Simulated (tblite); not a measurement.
**Geometry relaxation of C6H11OPSi (part 3 of 3)**

C6H11OPSi, SMILES O=P1(C[SiH3])C=CCC=C1; GFN2-xTB geometry optimisation, gas phase (tblite 0.8.0). 

Geometry of the input (Å):
```
O  1.1196  0.0154  2.3911
P  0.3794  0.1329  1.0666
C  1.5426  0.5755  -0.2405
Si 2.9333  -0.5948  -0.3056
C  -0.8153  1.4083  0.8881
C  -1.9923  1.2844  0.2364
C  -2.5090  0.0349  -0.4055
C  -1.6706  -1.1963  -0.1938
C  -0.4766  -1.2562  0.4136
H  1.0016  0.6014  -1.1991
H  1.9009  1.5909  -0.0583
H  3.8270  -0.4903  0.8796
H  3.7569  -0.3201  -1.4886
H  2.4540  -2.0012  -0.4302
H  -0.5674  2.3777  1.3251
H  -2.6435  2.1543  0.1909
H  -2.6235  0.2098  -1.4743
H  -3.5112  -0.1698  0.0029
H  -2.1103  -2.1247  -0.5642
H  -0.0008  -2.2214  0.5288
```

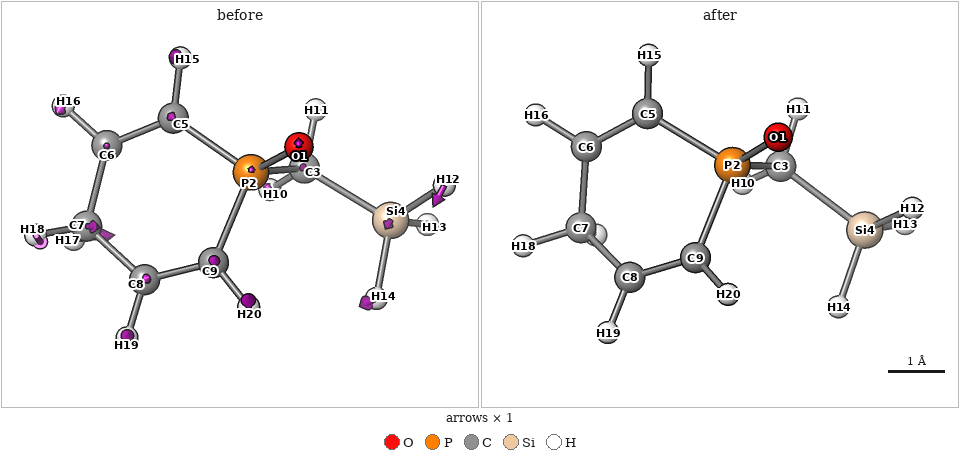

**Figure 1.** Before (left) and after (right) the relaxation, at one scale (ball-and-stick view, seen on its broad side). The pink arrows give the displacements, at true length. H17 moves most after the best rigid fit: 0.78 Å. Largest moves by element: H 0.78 Å, C 0.31 Å, Si 0.24 Å, O 0.19 Å, P 0.13 Å. Among the contacts that change: C3–Si4 1.819 → 1.900 Å, O1–P2 1.522 → 1.468 Å, P2–C5 1.757 → 1.809 Å, Si4–H12 1.488 → 1.457 Å. Among the angles that change: O1–P2–C9 120.0° → 114.9°, C3–P2–C5 100.8° → 105.4°, C6–C5–H15 118.2° → 122.2°. Over 126 geometry steps the energy falls by 8.93 kcal/mol. Largest force component: 2.6 eV/Å at the start, 0.009 eV/Å at the end. (Atoms are counted from 1 in the order of the input.)

Key numbers

- outcome: converged
- total energy: −728.5778 eV
- wall time: 1.2 s
- peak memory: 0.18 GiB
